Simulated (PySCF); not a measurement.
**C8H13FSi2: NMR shielding calculation**

The run: NMR shielding calculation of C8H13FSi2, SMILES Fc1ccc([SiH2]CC[SiH3])cc1. Method and program: GIAO CAM-B3LYP/pcSseg-1 NMR shielding, non-relativistic, gas phase (PySCF 2.14.0).

The geometry comes from this level: PBE0-D3(BJ)/def2-SVP. Figures and captions count atoms from 1; the log counts them from 0 in places.

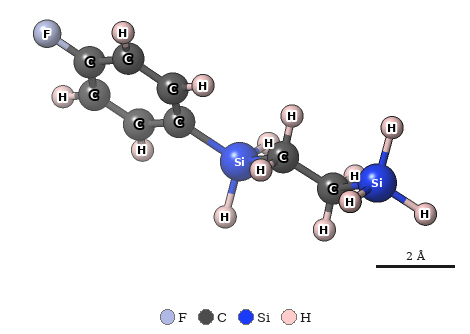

Fig. 1: The structure (ball-and-stick view, seen at a tilt).

Key numbers:

| quantity | value |
| --- | --- |
| outcome | converged |
| total energy | −991.246009 hartree |
| HOMO | −8.46 eV |
| LUMO | 0.42 eV |
| dipole moment | 0.80 D |
| isotropic shielding, F | 294.0 ppm |
| isotropic shielding, C | 6.1 to 179.7 ppm |
| isotropic shielding, Si | 378.9 to 404.0 ppm |
| isotropic shielding, H | 23.7 to 30.7 ppm |
| hardware | 2 CPU threads, shared host |
| wall time | 65 s (CPU time 2.5 min) |
| peak memory | 2.2 GiB |

Input file:
```
{"job": {"kind": "nmr", "xc": "CAM-B3LYP", "basis": "pcSseg-1", "pop": false}, "charge": 0, "multiplicity": 1}
F     -5.354887     0.843211    -0.191898
C     -4.102241     0.395049    -0.217276
C     -3.055550     1.299650    -0.097509
C     -1.747559     0.819842    -0.129013
C     -1.470802    -0.547574    -0.276880
Si     0.294067    -1.194289    -0.345864
C      1.546390     0.161589     0.044146
C      3.001566    -0.319295    -0.013570
Si     4.256368     1.046277     0.340523
C     -2.560008    -1.427227    -0.390632
C     -3.873403    -0.968657    -0.362591
H     -3.276982     2.362220     0.018506
H     -0.929832     1.539950    -0.032517
H      0.451223    -2.323377     0.626822
H      0.581329    -1.751258    -1.707855
H      1.311148     0.570327     1.043081
H      1.386103     0.992102    -0.666597
H      3.170505    -1.140656     0.704496
H      3.233852    -0.740667    -1.007760
H      4.102360     2.148696    -0.660445
H      5.657707     0.527193     0.269891
H      4.024641     1.619937     1.703837
H     -2.385903    -2.501832    -0.502895
H     -4.723781    -1.647475    -0.450779
```

The first line tells a small driver script what to run in PySCF; the rest is the geometry in Å.

Launch command:
```bash
OMP_NUM_THREADS=2 python <driver script> task.json out
```

The program's output:
```
coarse grid: 21088 points
cycle   1  E = -991.0883254947  dE =  1.532e+00  |g| = 5.695e-01  |ddm| = 4.544e+00
cycle   2  E = -991.0946411195  dE = -6.316e-03  |g| = 6.102e-01  |ddm| = 9.567e-01
cycle   3  E = -991.1585131553  dE = -6.387e-02  |g| = 7.287e-02  |ddm| = 4.693e-01
cycle   4  E = -991.1593777085  dE = -8.646e-04  |g| = 3.946e-02  |ddm| = 9.039e-02
cycle   5  E = -991.1597417030  dE = -3.640e-04  |g| = 7.132e-03  |ddm| = 4.288e-02
cycle   6  E = -991.1597531725  dE = -1.147e-05  |g| = 2.466e-03  |ddm| = 9.029e-03
cycle   7  E = -991.1597546513  dE = -1.479e-06  |g| = 5.878e-04  |ddm| = 2.904e-03
final grid: 194960 points
cycle   8  E = -991.2460042472  dE = -3.285e-05  |g| = 4.747e-03  |ddm| = 3.060e-02
cycle   9  E = -991.2460039341  dE =  3.131e-07  |g| = 5.244e-03  |ddm| = 9.287e-03
cycle  10  E = -991.2460093190  dE = -5.385e-06  |g| = 5.590e-04  |ddm| = 4.378e-03
cycle  11  E = -991.2460093637  dE = -4.474e-08  |g| = 1.536e-04  |ddm| = 5.489e-04
cycle  12  E = -991.2460093685  dE = -4.758e-09  |g| = 4.806e-05  |ddm| = 2.068e-04
cycle  13  E = -991.2460093690  dE = -5.039e-10  |g| = 1.085e-05  |ddm| = 5.596e-05
```

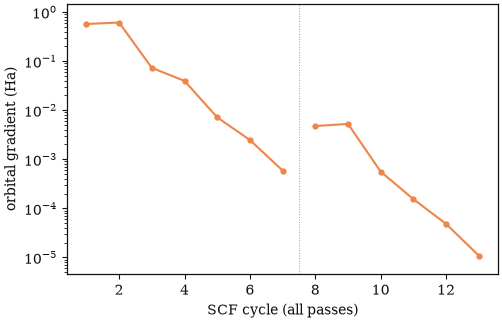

Fig. 2: Convergence of the self-consistent field: orbital gradient against the SCF cycle. The dotted line marks the change from a coarse to the final integration grid. The first 7 cycles use a coarse grid, the final grid takes over at cycle 8, and the field converges after 13 cycles in all.

```
converged SCF energy = -991.2460093690

GIAO shielding tensors (ppm)
atom      isotropic    diamagn.    paramagn.     s11        s22        s33       span
  0 F      293.966     477.393    -183.427    222.620    293.875    365.403    142.784
  1 C        6.093     260.640    -254.547    -89.105     21.997     85.386    174.491
  2 C       58.801     256.462    -197.661    -33.622     47.430    162.597    196.219
  3 C       37.100     256.795    -219.695    -82.795     26.076    168.019    250.815
  4 C       47.112     262.991    -215.879    -50.530      2.680    189.185    239.715
  5 Si     378.857     884.589    -505.732    328.262    358.823    449.486    121.224
  6 C      176.629     259.324     -82.695    164.197    174.653    191.038     26.841
  7 C      179.717     246.230     -66.513    167.088    180.734    191.329     24.241
  8 Si     403.974     876.900    -472.925    372.400    375.544    463.978     91.578
  9 C       35.407     254.860    -219.453    -83.023     22.981    166.263    249.286
 10 C       58.536     257.322    -198.786    -33.910     46.830    162.690    196.600
 11 H       24.217      29.485      -5.268     20.450     24.523     27.680      7.230
 12 H       23.915      37.045     -13.131     18.829     22.471     30.444     11.616
 13 H       26.790      32.349      -5.559     22.504     26.791     31.075      8.570
 14 H       26.797      32.041      -5.244     22.820     26.626     30.945      8.125
 15 H       30.493      37.258      -6.766     25.060     31.118     35.299     10.240
 16 H       30.392      37.217      -6.825     24.440     31.168     35.569     11.130
 17 H       30.639      29.704       0.935     24.998     29.974     36.946     11.948
 18 H       30.651      29.613       1.038     25.129     30.008     36.816     11.688
 19 H       27.466      27.599      -0.133     24.294     25.955     32.150      7.856
 20 H       27.284      26.103       1.181     23.760     24.997     33.096      9.335
 21 H       27.462      27.608      -0.146     24.352     25.886     32.148      7.796
 22 H       23.708      32.220      -8.513     19.515     22.904     28.703      9.188
 23 H       24.153      26.423      -2.270     20.486     24.760     27.214      6.727
```

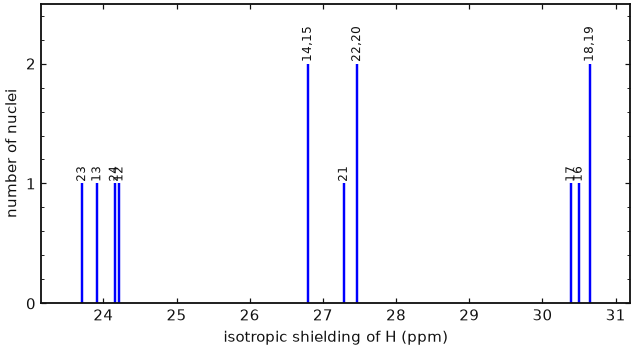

Fig. 3: Isotropic shieldings of the hydrogen nuclei in this fixed geometry, labelled by atom number; shielding grows to the right, so chemical shift grows to the left. The least shielded is H23 (23.7 ppm), the most shielded H19 (30.7 ppm).
